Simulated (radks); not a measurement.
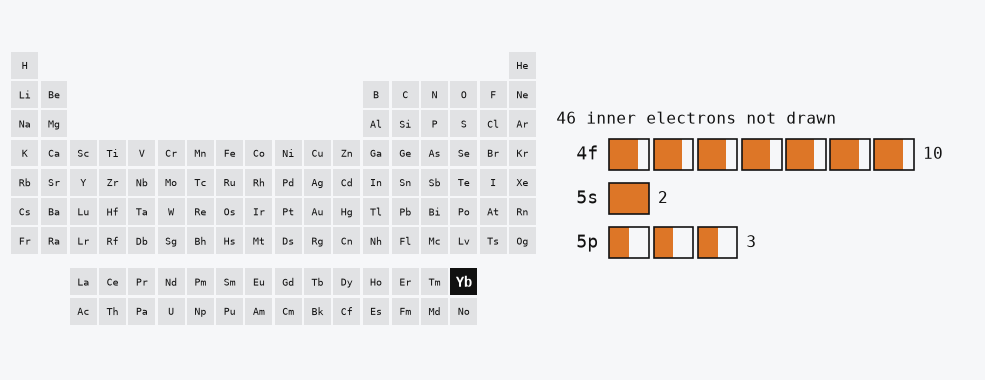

*Left, the place of ytterbium in the periodic table; right, the outer shells as the input fills them: a box for each of the 2l + 1 orbitals, shaded by the share of the shell that is filled, with the electron count at the right.*

**Atomic calculation, with input and output: Yb⁹⁺**

- system: the ytterbium ion Yb⁹⁺ in the configuration [Kr] 4d10 4f10 5s2 5p3 (4f5/2: 6, 4f7/2: 4, 5p1/2: 2, 5p3/2: 1).
- method: Dirac Kohn-Sham, BLYP, spin-unpolarised, spherical densities, finite nucleus (the in-house radial solver radks)

**Log**
```
1s1/2   1   2.0000       -2253.73226272
2s1/2   1   2.0000        -386.87531203
2p1/2   1   2.0000        -369.36027958
2p3/2   1   4.0000        -330.87611839
3s1/2   1   2.0000         -92.14902160
3p1/2   1   2.0000         -84.40680000
3p3/2   1   4.0000         -76.24066061
3d3/2   1   4.0000         -63.03626316
3d5/2   1   6.0000         -61.25275205
4s1/2   1   2.0000         -23.12081603
4p1/2   1   2.0000         -19.97723050
4p3/2   1   4.0000         -18.09307758
4d3/2   1   4.0000         -12.90270516
4d5/2   1   6.0000         -12.55305830
4f5/2   1   6.0000          -6.13312689
4f7/2   1   4.0000          -6.07101308
5s1/2   1   2.0000          -7.27143133
5p1/2   1   2.0000          -6.24997350
5p3/2   1   1.0000          -5.88730961
Etot -14051.28497931201
Ekin 15610.900664545996
Encl -34511.68667423767
Eh 5138.6616638352625
Exc -289.16063345559417
err 2.239851964842903e-09
it 16
```

**Orbitals**

| orbital | occupation | energy (eV) | ⟨r⟩ (bohr) | outer maximum (bohr) |
| --- | --- | --- | --- | --- |
| 1s | 2 | −61327.2 | 0.01966 | 0.0124 |
| 2s | 2 | −10527.4 | 0.08276 | 0.0708 |
| 2p1/2 | 2 | −10050.8 | 0.06872 | 0.0530 |
| 2p3/2 | 4 | −9003.6 | 0.07622 | 0.0594 |
| 3s | 2 | −2507.5 | 0.2163 | 0.200 |
| 3p1/2 | 2 | −2296.8 | 0.2061 | 0.187 |
| 3p3/2 | 4 | −2074.6 | 0.2201 | 0.201 |
| 3d3/2 | 4 | −1715.3 | 0.1935 | 0.158 |
| 3d5/2 | 6 | −1666.8 | 0.1979 | 0.162 |
| 4s | 2 | −629.149 | 0.4851 | 0.455 |
| 4p1/2 | 2 | −543.608 | 0.4919 | 0.456 |
| 4p3/2 | 4 | −492.338 | 0.5230 | 0.483 |
| 4d3/2 | 4 | −351.100 | 0.5431 | 0.483 |
| 4d5/2 | 6 | −341.586 | 0.5536 | 0.492 |
| 5s | 2 | −197.866 | 1.079 | 1.01 |
| 5p1/2 | 2 | −170.070 | 1.151 | 1.07 |
| 4f5/2 | 6 | −166.891 | 0.6251 | 0.463 |
| 4f7/2 | 4 | −165.201 | 0.6316 | 0.468 |
| 5p3/2 | 1 | −160.202 | 1.214 | 1.13 |

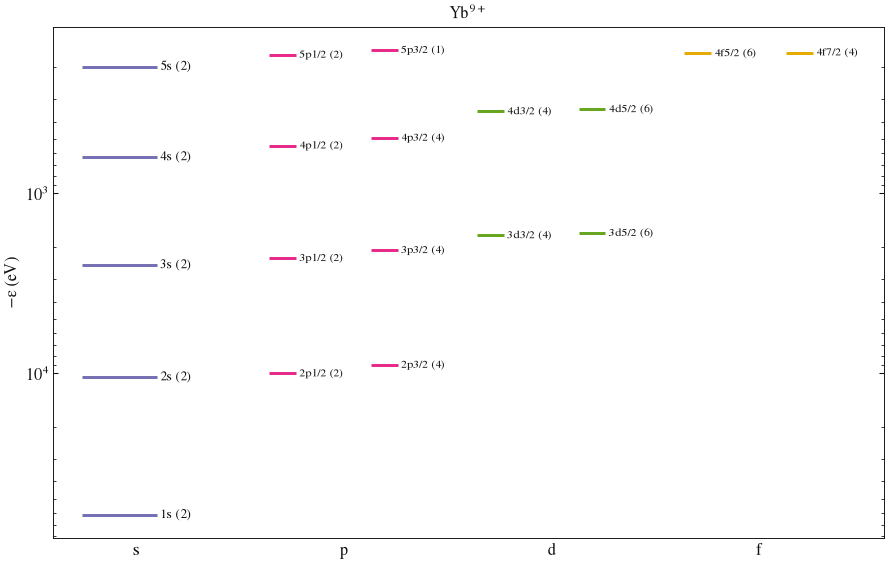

*All occupied levels, on a logarithmic scale of binding energy, are drawn by angular momentum (occupations in brackets, the lower j at the left of each column).*

The highest occupied level is 5p3/2 at −160.2 eV. The highest 4 occupied levels, from the top down, are 5p3/2 (−160.2 eV), 4f7/2 (−165.2 eV), 4f5/2 (−166.9 eV), 5p1/2 (−170.1 eV). Spin-orbit splittings: 4f 1.69 eV, 5p 9.87 eV, 4d 9.51 eV, 4p 51.3 eV.

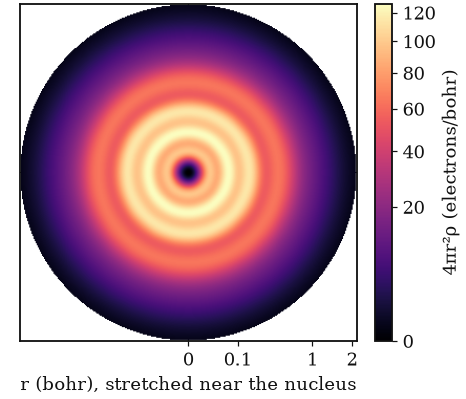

*The radial density 4πr²ρ as a disc about the nucleus, with the radius drawn as r to the power 0.4.*

There are 4 maxima, at r = 0.0135, 0.0604, 0.168 and 0.450 bohr, parted by minima at 0.0263, 0.110 and 0.324 bohr, inside which lie 2.0, 11.2 and 29.8 electrons. The configuration has 5 principal shells, so not every shell has a maximum of its own.

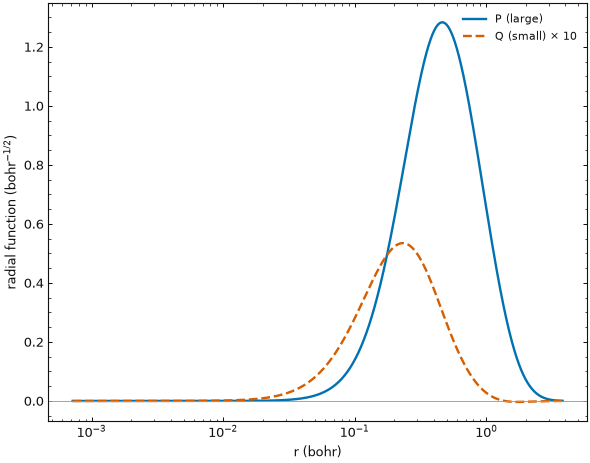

*The large and small radial components of one occupied spinor.*

It is 4f5/2. The spinor has κ = 3: the large component has l = 3 and 0 radial nodes, the small one has l = 2. The small component carries 0.086 % of the norm; ⟨r⟩ = 0.625 bohr and the eigenvalue is −166.9 eV. The nodes of P give n − l − 1 and its extent picks the shell; Q has as many nodes as P for κ < 0 and one more for κ > 0.

**Input file**
```
Z 70
configuration [Kr] 4d10 4f6 4f4 5s2 5p2 5p1
relativity Dirac
functional b88,lyp
spin unpolarised
j_filling energy
nucleus finite rms 5.3108 fm
c 137.035999084
```

Energies in input and log are in hartree, lengths in bohr (the nuclear radius in fm).

**Results in brief**

```
                       quantity                      value
                        outcome                  converged
                   total energy        −14051.2850 hartree
                 kinetic energy         15610.9007 hartree
        electron–nucleus energy        −34511.6867 hartree
                 Hartree energy          5138.6617 hartree
    exchange–correlation energy        −289.160633 hartree
radius at density 0.001 e/bohr³                  2.42 bohr
                 SCF iterations                         16
                       hardware  1 CPU thread, shared host
```
